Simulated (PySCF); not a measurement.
C$_{3}$H$_{13}$NSi$_{2}$ (SMILES CN[SiH2]CC[SiH3])

Input file:

```
{"job": {"kind": "uv", "xc": "PBE0", "basis": "def2-SVPD", "dynamic": true, "nstates": 6, "ntriplets": 0}, "charge": 0, "multiplicity": 1}
C     -3.841511    -0.965122     0.269577
N     -2.459267    -0.950935    -0.143300
Si    -1.243884     0.086622     0.525432
C      0.457385    -0.531452     0.003880
C      1.606518     0.302729     0.583697
Si     3.317615    -0.289469     0.053496
H     -4.297700    -1.957074     0.110623
H     -3.910213    -0.755547     1.349107
H     -4.479906    -0.219998    -0.245398
H     -2.314809    -1.284719    -1.090118
H     -1.341715     1.536262     0.122893
H     -1.399686     0.053329     2.015209
H      0.499487    -0.527998    -1.100763
H      0.543433    -1.589882     0.305300
H      1.572781     0.296908     1.687683
H      1.507016     1.362689     0.289748
H      3.442002    -0.237172    -1.437685
H      4.394310     0.561219     0.650839
H      3.533817    -1.705726     0.487526
```

Launched as:

```sh
OMP_NUM_THREADS=1 python probes_run.py task.json out
```

Geometry: PBE0-D3(BJ)/def2-SVP.

The calculation used PBE0/def2-SVPD, SCF density, gas phase (PySCF 2.14.0).

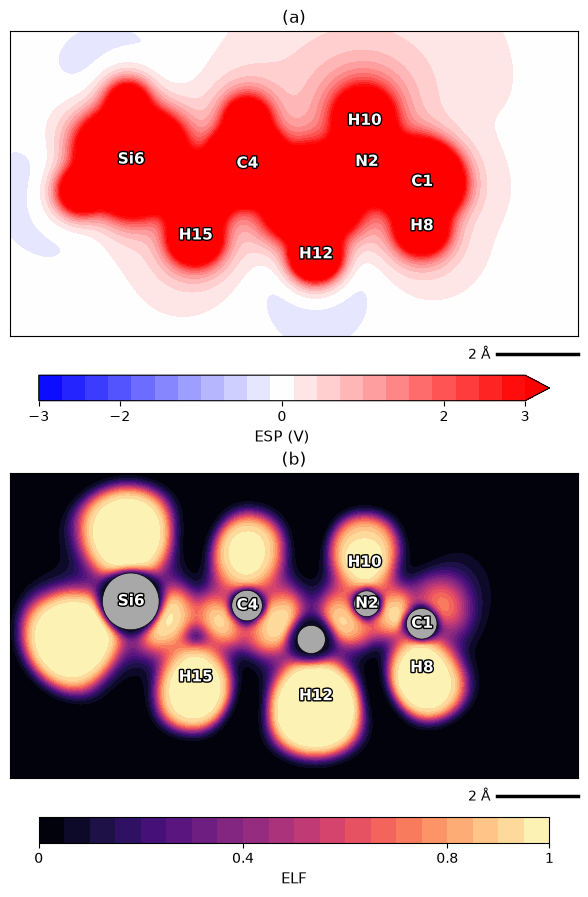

Figure 1. (a) electrostatic potential; (b) electron localisation function on the plane of atoms C1, N2 and H10. Grey discs cover the atomic cores in the ELF map.

Read the bonding off the picture.

The section cuts through C, N, Si and H sites.
C–N (1.44 Å): the ELF peaks at about 0.95 between the atoms (a covalent bond).
N–H (1.01 Å): the ELF climbs to about 1 towards the hydrogen, as it does in any bond to H (a covalent bond by its length).
C–H (1.10 Å): the ELF climbs to about 1 towards the hydrogen: a covalent bond by its length.
The potential has no marked negative region in this plane.

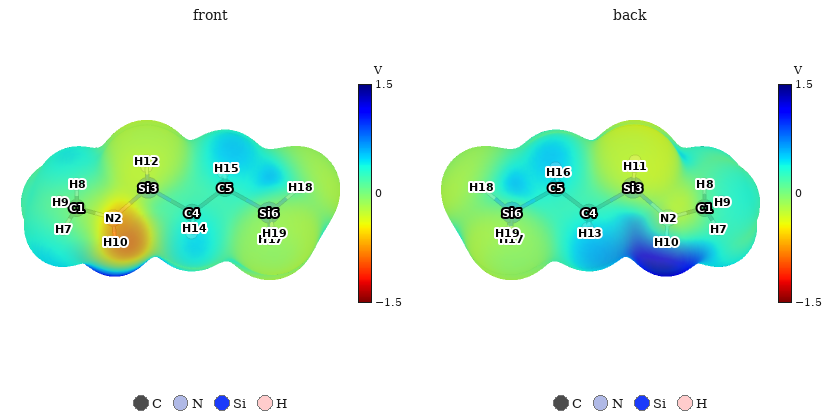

Figure 2. The electrostatic potential painted on the density surface at 0.001 e/bohr³, seen from the front and from behind; red is negative and blue positive.

Describe the electrostatic potential map.

The most negative region (about −0.8 V) lies over N2, the most positive (about +1.3 V) over H10.
